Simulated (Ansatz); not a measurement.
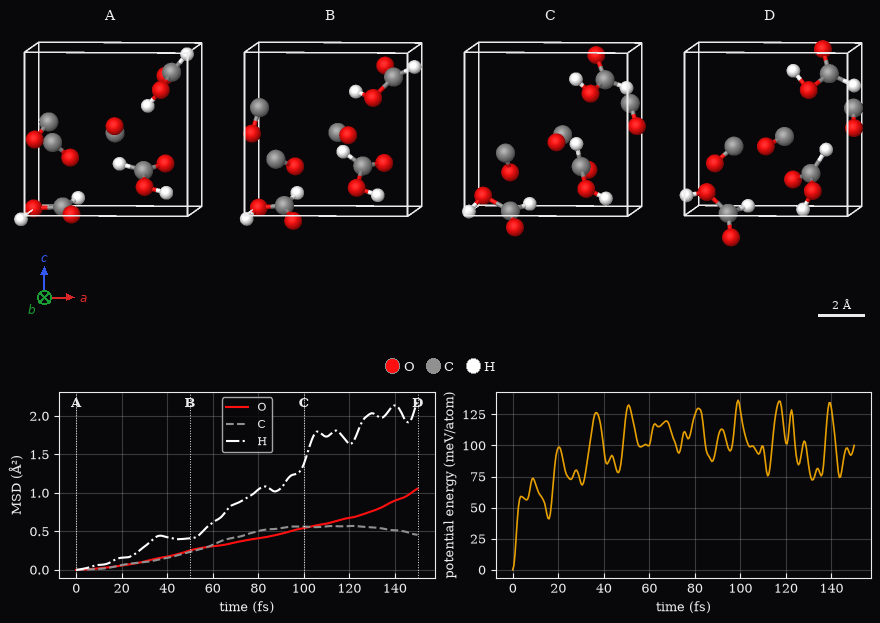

First-principles dynamics of a periodic cell with 3 HCOOH + 3 CO at 1.016 g/cm³, 150 fs long. Frames (A at 0 fs, B at 50 fs, C at 100 fs, D at 150 fs) and the history of the run. A ball-and-stick model of the simulation cell, seen from a free direction. Atoms that leave the cell re-enter on the other side.

Level of theory: DFT PBEsol, scalar-relativistic, plane waves, PAW in Ansatz 0.2.0. Settings: plane-wave cutoff 420 eV; k-point mesh 1 × 1 × 1; Fermi-Dirac smearing 0.02 eV; Langevin thermostat (NVT); set temperature 1500 K; time step 0.5 fs; friction 0.02 per fs.

Input file:
```yaml
crystal:
  lattice:
    - [7.133492, 0.0, 0.0]
    - [0.0, 7.133492, 0.0]
    - [0.0, 0.0, 7.133492]
  atoms:
    - { symbol: O, position: [0.82999459, 0.02213642, 0.76810593] }
    - { symbol: C, position: [0.88360236, 0.16897451, 0.86762003] }
    - { symbol: O, position: [0.83120151, 0.32892248, 0.83577659] }
    - { symbol: H, position: [0.74639996, 0.06629946, 0.66726919] }
    - { symbol: H, position: [0.9815467, 0.13026269, 0.98096886] }
    - { symbol: O, position: [0.66673291, 0.74701536, 0.12783719] }
    - { symbol: C, position: [0.6464508, 0.90726126, 0.21877197] }
    - { symbol: O, position: [0.77045724, 1.01893486, 0.25586121] }
    - { symbol: H, position: [0.80177671, 0.72658803, 0.0944273] }
    - { symbol: H, position: [0.49676089, 0.92908572, 0.25763884] }
    - { symbol: O, position: [-0.00046965, 0.59850527, 0.00267075] }
    - { symbol: C, position: [0.1816022, 0.55554924, 0.01564072] }
    - { symbol: O, position: [0.24812295, 0.40381484, -0.02170615] }
    - { symbol: H, position: [-0.06860294, 0.48504644, -0.05776978] }
    - { symbol: H, position: [0.26552548, 0.67783334, 0.06348106] }
    - { symbol: O, position: [0.02218047, 0.41075492, 0.43556979] }
    - { symbol: C, position: [0.10015493, 0.50411481, 0.53881615] }
    - { symbol: O, position: [1.18925547, 0.98435009, 0.29044263] }
    - { symbol: C, position: [1.08793926, 0.90686283, 0.38735758] }
    - { symbol: O, position: [0.52710164, 0.24267518, 0.53077483] }
    - { symbol: C, position: [0.51647092, 0.39333185, 0.48052822] }
basis:
  ecutwfc: 420.0
kpoints:
  mp_grid: { grid: [1, 1, 1] }
hamiltonian:
  xc: pbesol
scf:
  occupations: { method: fermi_dirac, width: 0.02 }
  lower_state_search: "off"
md:
  timestep: 0.5
  n_steps: 300
  ensemble: nvt_langevin
  temperature: 1500.0
  initial_velocities: maxwell_boltzmann
  seed: 886957
  friction: 0.02
```

Launched with:
```bash
ansatz run input.yaml --threads 1 --pin off --max-ram 3072MiB --backend cpu --events-out ev --progress --plain --runs-dir out
```

Question: What do the frames and curves show?

Answer: Root-mean-square distances from the starting positions over the second half, with the common drift of all atoms taken out: H 1.27 Å, O 0.81 Å, C 0.73 Å. The heavy atoms stay within a fraction of a molecule's size of their starting places; so short a run doesn't tell a liquid from a solid. The mean temperature in the second half is 1350 K (standard deviation 149 K). The potential energy in the second half lies on average 103 meV per atom above the first frame.

Limits of the set-up: the periodic images lie only 7.1 Å apart, so the values are limited by the cell's size.
